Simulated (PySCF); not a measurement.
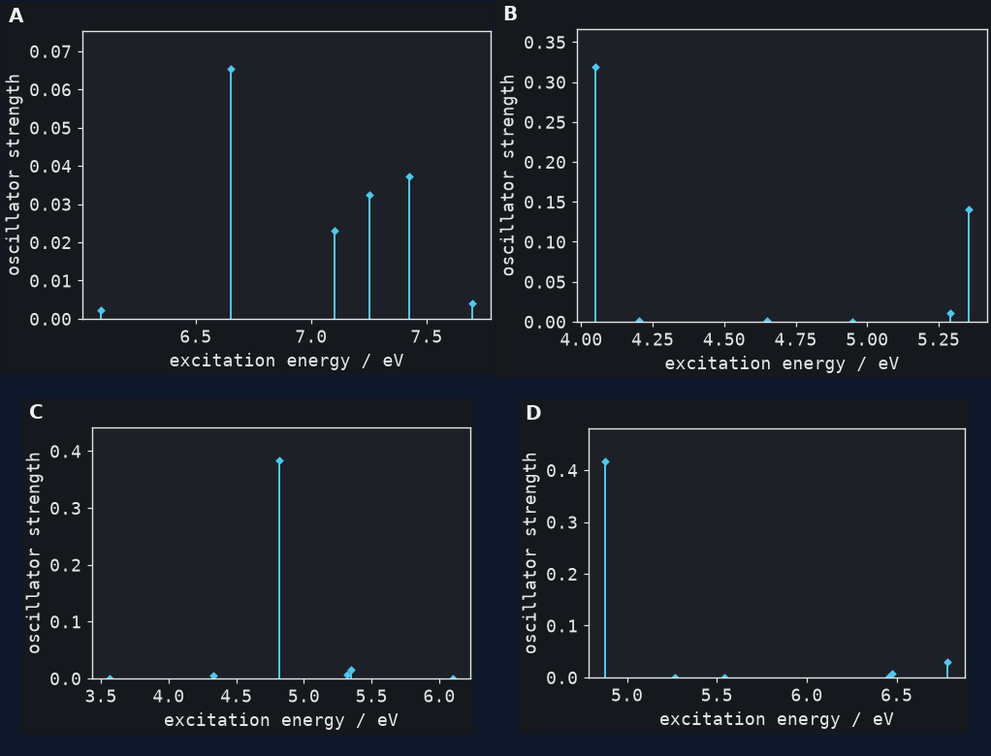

Vertical TDDFT excitations, PBE0/def2-SVPD with PySCF 2.14.0, at a GFN2-xTB geometry (no frequency check), gas phase. Each panel shows the lowest singlet states that were computed.

Pair each panel with its molecule.
1. CH₉AlFNSi, SMILES [NH3+][Al@@H-]([F])[CH2][SiH3], singlet
2. C₇H₈BN, SMILES [BH3-][n+]1ccc(C#C)cc1
3. C₆H₅ClO, SMILES C=C(C#CC=O)CCl
4. C₆H₆O₄, SMILES COC(=O)c1ccc(O)o1

A: 1 (S1 at 6.09 eV, brightest at 6.65 eV)
B: 2 (S1 at 4.05 eV, brightest at 4.05 eV)
C: 3 (S1 at 3.56 eV, brightest at 4.82 eV)
D: 4 (S1 at 4.88 eV, brightest at 4.88 eV)

Caveats, for all or some of the runs: core orbitals are frozen in the response; one conformer of a flexible molecule; states above the negative HOMO energy depend on the basis; the tight-binding geometry is rougher than a DFT one and adds to the error.
